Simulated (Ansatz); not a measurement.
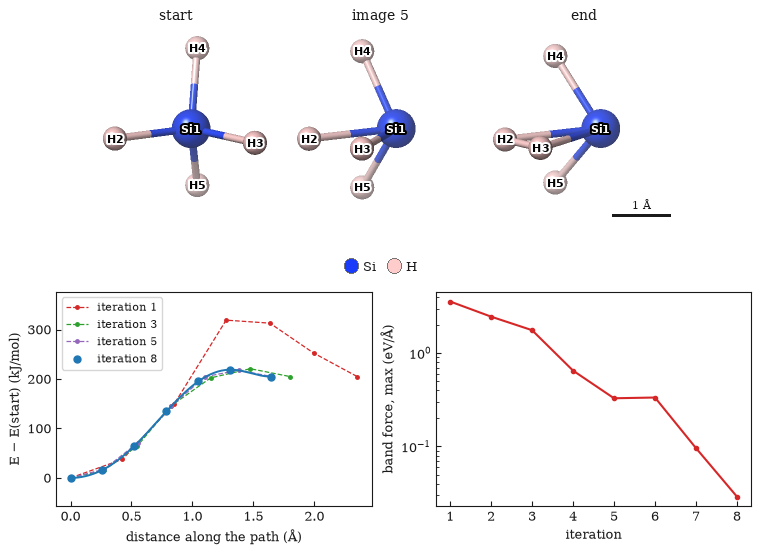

A nudged-elastic-band calculation for SiH₄. Images are numbered from 0 (start) to 6 (end). The plot follows the band through its iterations. A ball-and-stick model, seen from a free direction.

Level of theory: RKS revPBE-D4/def2-SVP (Ansatz).

Input
```yaml
crystal:
  periodic: [false, false, false]
  atoms:
    - { symbol: Si, position_ang: [0.24135, 0.0, 0.170786] }
    - { symbol: H, position_ang: [0.241299, 0.0, 1.674498] }
    - { symbol: H, position_ang: [1.659116, 0.0, -0.330297] }
    - { symbol: H, position_ang: [-0.467531, 1.227779, -0.330543] }
    - { symbol: H, position_ang: [-0.467531, -1.227779, -0.330543] }
basis:
  gaussian: { orbitals: def2-SVP }
hamiltonian:
  xc: revpbe
  dispersion: d4
neb:
  order_check: false
  images: 5
  f_tol: 0.03
  max_iterations: 60
  final_atoms:
    - { symbol: Si, position_ang: [0.2405165, -2.53e-06, -0.70471516] }
    - { symbol: H, position_ang: [0.69569916, -1.21e-05, 1.0780602] }
    - { symbol: H, position_ang: [1.40136698, 6.2e-06, 0.58852442] }
    - { symbol: H, position_ang: [-0.56543867, 1.13531471, -0.05399463] }
    - { symbol: H, position_ang: [-0.56544097, -1.13530629, -0.05397384] }
  initial_path:
    images:
      - { positions_ang: [[0.24135, 0.0, 0.170786], [0.241299, 0.0, 1.674498], [1.659116, 0.0, -0.330297], [-0.467531, 1.227779, -0.330543], [-0.467531, -1.227779, -0.330543]] }
      - { positions_ang: [[0.16089879, 0.0, 0.11385939], [0.49400905, 0.0, 1.55812582], [1.63364692, 0.0, -0.05324232], [-0.54092588, 1.21565267, -0.38242094], [-0.54092588, -1.21565267, -0.38242094]] }
      - { positions_ang: [[0.08044759, 0.0, 0.05693278], [0.7467191, 0.0, 1.44175364], [1.60817784, 0.0, 0.22381236], [-0.61432076, 1.20352633, -0.43429889], [-0.61432076, -1.20352633, -0.43429889]] }
      - { positions_ang: [[-3.62e-06, 0.0, 6.17e-06], [0.99942914, 0.0, 1.32538146], [1.58270876, 0.0, 0.50086704], [-0.68771564, 1.1914, -0.48617683], [-0.68771564, -1.1914, -0.48617683]] }
      - { positions_ang: [[0.08016975, -8.4e-07, -0.23490094], [0.89818581, -4.03e-06, 1.24294104], [1.5222615, 2.07e-06, 0.53008617], [-0.64695665, 1.1727049, -0.3421161], [-0.64695742, -1.1727021, -0.34210917]] }
      - { positions_ang: [[0.16034313, -1.69e-06, -0.46980805], [0.79694249, -8.07e-06, 1.16050062], [1.46181424, 4.14e-06, 0.5593053], [-0.60619766, 1.15400981, -0.19805536], [-0.60619919, -1.15400419, -0.1980415]] }
      - { positions_ang: [[0.2405165, -2.53e-06, -0.70471516], [0.69569916, -1.21e-05, 1.0780602], [1.40136698, 6.2e-06, 0.58852442], [-0.56543867, 1.13531471, -0.05399463], [-0.56544097, -1.13530629, -0.05397384]] }
```

Run as
```bash
ansatz run input.yaml --threads 1 --pin off --max-ram 2048MiB --backend cpu --events-out ev --progress --plain --runs-dir out
```

### Judge this run.

The result is final at these settings. The band converged in 8 iterations. The largest component of the band force went from 3.6 to 0.029 eV/Å. The climbing image converged on the top of the path. Its vibrational analysis gives one imaginary mode (988i cm⁻¹), as a transition state must have. The first iteration put the highest image at 319.0 kJ/mol. The highest point, image 5, lies 218.9 kJ/mol above the start and 14.1 kJ/mol above the end; the end is at +204.9 kJ/mol relative to the start.

Cost: 24 s on 1 thread of Intel(R) Xeon(R) Platinum 8259CL CPU @ 2.50GHz (Skylake/Cascade Lake), with other jobs on the host, peak memory 0.1 GiB.
